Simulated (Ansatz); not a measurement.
System: GaH₂N···H₂O.

The calculation's input:

```
crystal:
  periodic: [false, false, false]
  atoms:
    - { symbol: Ga, position_ang: [0.0, 0.0, 0.0] }
    - { symbol: O, position_ang: [1.2796, 0.0, 1.524] }
    - { symbol: H, position_ang: [0.3701, -0.2814, 1.8612] }
    - { symbol: H, position_ang: [1.7552, 0.0, 0.2282] }
    - { symbol: "N", position_ang: [-1.6714, 0.0, -0.965] }
    - { symbol: H, position_ang: [-2.3403, -0.8164, -0.8664] }
    - { symbol: H, position_ang: [-1.9204, 0.8164, -1.5936] }
basis:
  gaussian: { orbitals: def2-SVP }
hamiltonian:
  xc: b3lyp
relax:
  f_tol: 0.15
  max_steps: 25
  restrain:
    - { distance: [1, 3], at: 1.01, k: 30.0 }
    - { distance: [0, 1], at: 2.99, k: 30.0 }
    - { distance: [0, 3], at: 2.77, k: 30.0 }
output:
  orbitals: {}
```

Run with:

```sh
ansatz run input.yaml --threads 1 --pin off --max-ram 2048MiB --backend cpu --events-out ev --progress --plain --runs-dir out
```

The fields are those of the run's last geometry, not of the input's.

Not at a stationary point (largest force 0.9 eV/Å).

All numbers below come from Ansatz, RKS B3LYP/def2-SVP.

> What can the converged electron density and electron localisation function tell about the bonding?

Ga–N (1.87 Å): ρ at the midpoint is about 0.8 e/Å³; the ELF peaks at about 0.90 in the valence shell of N, 0.6 Å from its nucleus, and is about 0.30 at the midpoint.
N–H (1.02 Å): the density is about 2.7 e/Å³ at the midpoint; the ELF climbs to about 1 towards the hydrogen, as it does in any bond to H; a covalent bond by its length.

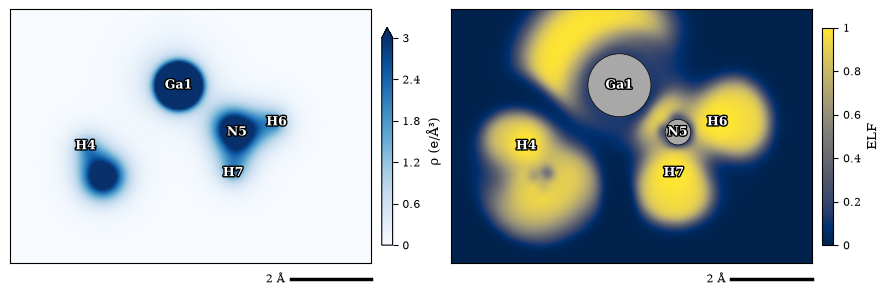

Computed electron density and electron localisation function on the plane of atoms Ga1, N5 and H7, in this order. Grey discs cover the atomic cores in the ELF map. 
